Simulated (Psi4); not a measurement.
**C2H2NO (SMILES [N]=CC=O): levels of theory compared**

Wanted: a comparison of 3 runs (UB3LYP/6-31G*, UPBE0/def2-SVP, UMP2/6-31G*) of C2H2NO. 

The calculation is run with Psi4 1.11.

5 further runs of the same task are left out: 1 that didn't finish, 4 set aside as unsound or not needed.

### Step 1. The structure to begin with

The species is C2H2NO (6 atoms), meant as a doublet with charge 0. As SMILES, `[N]=CC=O`. The shape is that of a GFN2-xTB optimisation.

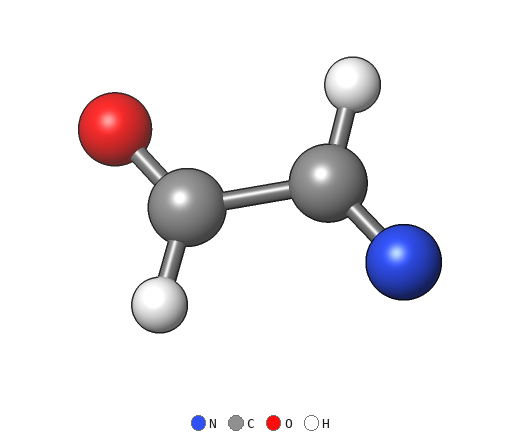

Viewed from a chosen angle; nitrogen blue, carbon grey, oxygen red, hydrogen white.

### Step 2. The energy at UB3LYP/6-31G(d) (Cartesian functions) (run 1)

Input file calc.inp:

```
memory 1600 mb

molecule m {
  0 2
  N     -1.294100     0.916140    -0.771850
  C     -0.224680     0.687070    -0.236310
  C      0.226200    -0.686780     0.236000
  O      1.269530    -0.889420     0.771120
  H      0.542970     1.441260    -0.026420
  H     -0.519920    -1.468270     0.027450
  symmetry c1
}

set {
  basis 6-31G*
  reference uks
  puream false
  e_convergence 1e-09
  d_convergence 1e-08
  scf_type pk
  dft_radial_points 99
  dft_spherical_points 590
  maxiter 200
}

energy('b3lyp')
```

Launch:

```bash
$ psi4 -i calc.inp -o calc.out -n 1
```

calc.out:

```text
[...]
  Running in c1 symmetry.
[...]
  Nuclear repulsion =   96.183283469414661
[...]
  Multiplicity = 2
[...]
  Nalpha       = 15
  Nbeta        = 14
[...]
    Number of basis functions: 64
[...]
   @UKS iter   1:  -207.12832361419083   -4.25968e-01   9.26963e-03 ADIIS/DIIS
[...]
   @UKS iter  17:  -207.29755998069717   -2.84217e-13   4.86521e-09 DIIS
[...]
   @S^2 Observed:                7.598996310E-01
[...]
  @UKS Final Energy:  -207.29755998069717
   => Energetics <=
    Nuclear Repulsion Energy =             96.1832834694146612
    One-Electron Energy =                -471.1174760537770680
    Two-Electron Energy =                 189.4690681386212816
    DFT Exchange-Correlation Energy =     -21.8324355349560548
    Empirical Dispersion Energy =           0.0000000000000000
    VV10 Nonlocal Energy =                  0.0000000000000000
    Total Energy =                       -207.2975599806971729
[...]
 Multipole Moments:
 ------------------------------------------------------------------------------------
     Multipole            Electronic (a.u.)      Nuclear  (a.u.)        Total (a.u.)
 ------------------------------------------------------------------------------------
 L = 1.  Multiply by 2.5417464519 to convert [e a0] to [Debye]
 Dipole X            :          0.1047955           -0.0431226            0.0616729
 Dipole Y            :         -0.0329650            0.0153630           -0.0176020
 Dipole Z            :          0.0647081           -0.0441197            0.0205883
 Magnitude           :                                                    0.0673592
[...]
```

It took 15 s on 1 thread of Intel Xeon 6975P-C (Granite Rapids), shared host; peak memory 0.81 GiB.

### Step 3. Energy and forces at UPBE0/def2-SVP (run 2)

Input file run.py:

```python
import psi4

psi4.set_memory(1600000000)
psi4.set_num_threads(1)
psi4.core.set_output_file('c2h2no.out', False)

m = psi4.geometry("""
0 2
N     -2.44549458     1.73125369    -1.45858511
C     -0.42458367     1.29837413    -0.44656118
C      0.42745605    -1.29782611     0.44597537
O      2.39906401    -1.68076021     1.45720561
H      1.02606459     2.72358667    -0.04992656
H     -0.98250641    -2.77462818     0.05187298
units au
symmetry c1
""")

options = {'basis': 'def2-SVP', 'reference': 'uks', 'puream': True, 'e_convergence': 1e-09, 'd_convergence': 1e-08, 'scf_type': 'pk', 'dft_radial_points': 99, 'dft_spherical_points': 590, 'maxiter': 200}
psi4.set_options(options)

e_tot, wfn = psi4.gradient("PBE0", return_wfn=True)
psi4.oeprop(wfn, "DIPOLE", "WIBERG_LOWDIN_INDICES", "QUADRUPOLE")
print('gradient / Eh bohr^-1')
print(e_tot.np.round(6))
print(f'energy = {wfn.energy():.10f} Eh')
for k, v in sorted(psi4.core.scalar_variables().items()):
    print(f'{k:45s} {v:18.10f}')
```

Launch:

```bash
$ python run.py
```

c2h2no.out:

```text
[...]
  Running in c1 symmetry.
[...]
  Nuclear repulsion =   96.183283468992784
[...]
  Multiplicity = 2
[...]
  Nalpha       = 15
  Nbeta        = 14
[...]
    Number of basis functions: 66
[...]
   @UKS iter   1:  -206.78055616752565   -4.64879e-01   7.38749e-03 ADIIS/DIIS
[...]
   @UKS iter  17:  -206.90542641939714   -7.95808e-13   8.39253e-09 DIIS
[...]
   @S^2 Observed:                7.629389308E-01
[...]
  @UKS Final Energy:  -206.90542641939714
   => Energetics <=
    Nuclear Repulsion Energy =             96.1832834689927836
    One-Electron Energy =                -470.7851540595394795
    Two-Electron Energy =                 187.9909415217869650
    DFT Exchange-Correlation Energy =     -20.2944973506374282
    Empirical Dispersion Energy =           0.0000000000000000
    VV10 Nonlocal Energy =                  0.0000000000000000
    Total Energy =                       -206.9054264193971449
[...]
  -Total Gradient:
     Atom            X                  Y                   Z
    ------   -----------------  -----------------  -----------------
       1        0.035710759441    -0.006390466594     0.017731207521
       2       -0.039253612732     0.011736069113    -0.020430175510
       3        0.012146785380    -0.001904918146     0.006082799585
       4       -0.009237727577    -0.001905136181    -0.003969305243
       5       -0.004375876641    -0.010932487626     0.000029156293
       6        0.005009282354     0.009398467661     0.000555636917
[...]
```

On the terminal:

```text
gradient / Eh bohr^-1
[[ 3.5711e-02 -6.3900e-03  1.7731e-02]
 [-3.9254e-02  1.1736e-02 -2.0430e-02]
 [ 1.2147e-02 -1.9050e-03  6.0830e-03]
 [-9.2380e-03 -1.9050e-03 -3.9690e-03]
 [-4.3760e-03 -1.0932e-02  2.9000e-05]
 [ 5.0090e-03  9.3980e-03  5.5600e-04]]
energy = -206.9054264194 Eh
CURRENT ENERGY                                   -206.9054264194
CURRENT REFERENCE ENERGY                         -206.9054264194
DD SOLVATION ENERGY                                 0.0000000000
DFT FUNCTIONAL TOTAL ENERGY                      -206.9054264194
DFT TOTAL ENERGY                                 -206.9054264194
DFT VV10 ENERGY                                     0.0000000000
DFT XC ENERGY                                     -20.2944973506
GRID ELECTRONS ALPHA                               15.0000000002
GRID ELECTRONS BETA                                14.0000000234
GRID ELECTRONS TOTAL                               29.0000000236
NUCLEAR REPULSION ENERGY                           96.1832834690
ONE-ELECTRON ENERGY                              -470.7851540595
PCM POLARIZATION ENERGY                             0.0000000000
PE ENERGY                                           0.0000000000
SCF ITERATION ENERGY                             -206.9054264194
SCF ITERATIONS                                     17.0000000000
SCF TOTAL ENERGY                                 -206.9054264194
TWO-ELECTRON ENERGY                               187.9909415218
XC GRID RADIAL POINTS                              99.0000000000
XC GRID SPHERICAL POINTS                          590.0000000000
XC GRID TOTAL POINTS                           332237.0000000000
```

Wall time 16 s (1 thread of Intel Xeon 6975P-C (Granite Rapids), shared host); peak memory 0.82 GiB.

### Step 4. A single-point energy at UMP2/6-31G(d) (spherical functions) (run 3)

Input file job.json:

```json
{
 "schema_name": "qcschema_input",
 "schema_version": 1,
 "molecule": {
  "schema_name": "qcschema_molecule",
  "schema_version": 2,
  "symbols": ["N", "C", "C", "O", "H", "H"],
  "geometry": [-2.44549458, 1.73125369, -1.45858511, -0.42458367, 1.29837413, -0.44656118, 0.42745605, -1.29782611, 0.44597537, 2.39906401, -1.68076021, 1.45720561, 1.02606459, 2.72358667, -0.04992656, -0.98250641, -2.77462818, 0.05187298],
  "molecular_charge": 0,
  "molecular_multiplicity": 2,
  "fix_symmetry": "c1"
 },
 "driver": "energy",
 "model": {
  "method": "mp2",
  "basis": "6-31G*"
 },
 "keywords": {
  "reference": "uhf",
  "puream": true,
  "e_convergence": 1e-09,
  "d_convergence": 1e-08,
  "scf_type": "pk",
  "num_frozen_docc": 4,
  "mp2_type": "conv",
  "maxiter": 200
 }
}
```

Launch:

```bash
$ psi4 --qcschema job.json -n 1 --memory 1600MB
```

stdout:

```text
[...]
  Running in c1 symmetry.
[...]
  Nuclear repulsion =   96.183283468992784
[...]
  Multiplicity = 2
[...]
  Nalpha       = 15
  Nbeta        = 14
[...]
    Number of basis functions: 60
[...]
   @UHF iter   1:  -205.99240749035354   -9.68655e-01   8.03677e-03 ADIIS/DIIS
[...]
   @UHF iter  24:  -206.15225659457170   -3.21165e-12   8.60161e-09 DIIS
[...]
   @S^2 Observed:                1.027564759E+00
[...]
  @UHF Final Energy:  -206.15225659457170
   => Energetics <=
    Nuclear Repulsion Energy =             96.1832834689927836
    One-Electron Energy =                -470.5878089457916644
    Two-Electron Energy =                 168.2522688822271846
    Total Energy =                       -206.1522565945716963
  UHF NO Occupations:
  HONO-2 :   13  A 1.9747830
  HONO-1 :   14  A 1.8896179
[...]
 Multipole Moments:
 ------------------------------------------------------------------------------------
     Multipole            Electronic (a.u.)      Nuclear  (a.u.)        Total (a.u.)
 ------------------------------------------------------------------------------------
 L = 1.  Multiply by 2.5417464519 to convert [e a0] to [Debye]
 Dipole X            :         -0.0452750           -0.0431226           -0.0883976
 Dipole Y            :          0.0382398            0.0153630            0.0536027
 Dipole Z            :         -0.0202999           -0.0441197           -0.0644197
 Magnitude           :                                                    0.1218084
[...]
	SCS-MP2 Total Energy (a.u.)        :  -206.65327053970069
	SOS-MP2 Total Energy (a.u.)        :  -206.60734814166230
	SCSN-MP2 Total Energy (a.u.)       :  -206.39472685621439
[...]
	SOS-PI-MP2 Total Energy (a.u.)     :  -206.68319673284407
[...]
	MP2 Total Energy (a.u.)            :  -206.66926674459572
[...]
```

The result, in JSON:

```text
{
 "driver": "energy",
 "model": {
  "method": "mp2",
  "basis": "6-31G*"
 },
 "success": true,
 "return_result": -206.66926674459572,
 "properties": {
  "calcinfo_nbasis": 60,
  "calcinfo_nmo": 60,
  "calcinfo_nalpha": 15,
  "calcinfo_nbeta": 14,
  "calcinfo_natom": 6,
  "nuclear_repulsion_energy": 96.18328346899278,
  "return_energy": -206.66926674459572,
  "scf_one_electron_energy": -470.58780894579166,
  "scf_two_electron_energy": 168.25226888222718,
  "scf_dipole_moment": [-0.08839764486145696, 0.053602749791217486, -0.06441965806695713],
  "scf_total_energy": -206.1522565945717,
  "scf_iterations": 24,
  "mp2_same_spin_correlation_energy": -0.13776719411517496,
  "mp2_opposite_spin_correlation_energy": -0.3792429559088319,
  "mp2_singles_energy": 0.0,
  "mp2_doubles_energy": -0.5170101500240069,
  "mp2_correlation_energy": -0.5170101500240207,
  "mp2_total_energy": -206.66926674459572
 }
}
```

It took 2.3 s on 1 thread of Intel Xeon 6975P-C (Granite Rapids), shared host; peak memory 0.25 GiB.

### Step 5. The series

| run | level | task | Cartesian functions | energy (Eh) | dipole moment (D) | HOMO energy (eV) | LUMO energy (eV) | wall time |
| --- | --- | --- | --- | --- | --- | --- | --- | --- |
| 1 | UB3LYP/6-31G* (Cartesian functions) | energy | yes | -207.297560 | 0.17 | -7.21 | -3.26 | 15 s |
| 2 | UPBE0/def2-SVP | gradient | no | -206.905426 | 0.12 | -7.62 | -2.96 | 16 s |
| 3 | UMP2/6-31G* (spherical functions) | energy | no | -206.669267 | – | -11.62 | 2.19 | 2.3 s |

### Step 6. Results

| quantity | value |
| --- | --- |
| run 3: total energy | -206.66927 Eh |
| run 3: HOMO energy (Hartree–Fock orbitals) (highest over α and β) | -11.62 eV |
| run 3: LUMO energy (Hartree–Fock orbitals) (lowest over α and β) | 2.19 eV |
| run 3: correlation energy (4 core orbitals frozen) | -517.0 mEh |
| run 3: ⟨S²⟩ of the reference determinant | 1.028 |

Totals of different functionals can't be ranked against each other. Spin contamination of the reference: run 3 ⟨S²⟩ = 1.03. All runs together took 33 s, the longest 16 s.
